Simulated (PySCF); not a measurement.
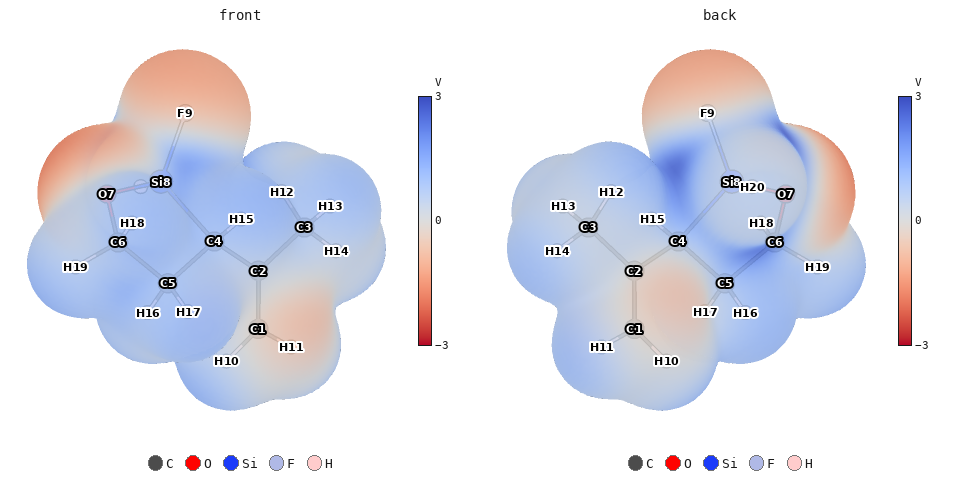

Figure 1: C6H11FOSi. The molecular electrostatic potential painted on the density surface at 0.004 e/bohr³, seen from the front and from behind; red is negative and blue positive.

Geometry: GFN2-xTB.

Level of theory: PBE0/pcSseg-1, SCF density, gas phase, non-relativistic (PySCF).

```xyz
20

C    -1.7279   -1.4985   -0.1741
C    -1.3317   -0.2441   -0.0250
C    -2.2715    0.8235    0.4527
C     0.0528    0.2553   -0.2975
C     1.0552   -0.7638   -0.8502
C     2.4475   -0.1561   -0.6710
O     2.5010    0.5357    0.5632
Si    1.0543    0.9209    1.1879
F     0.9646    2.5206    1.3624
H    -1.0825   -2.2832   -0.5254
H    -2.7392   -1.7923    0.0506
H    -1.9048    1.2594    1.3818
H    -2.3381    1.6252   -0.2818
H    -3.2669    0.4219    0.6207
H    -0.0352    1.0801   -1.0181
H     1.0025   -1.6763   -0.2554
H     0.8692   -1.0127   -1.8950
H     2.6671    0.5596   -1.4702
H     3.2292   -0.9198   -0.6598
H     0.8490    0.3554    2.5010
```

### Where is the surface potential most negative and most positive?

The most negative region (about −1.6 V) lies over O7, the most positive (about +2.2 V) over Si8. O7 is the likeliest acceptor of a hydrogen bond.

### How polar is the molecule by this calculation?

Its dipole moment is 2.24 D.
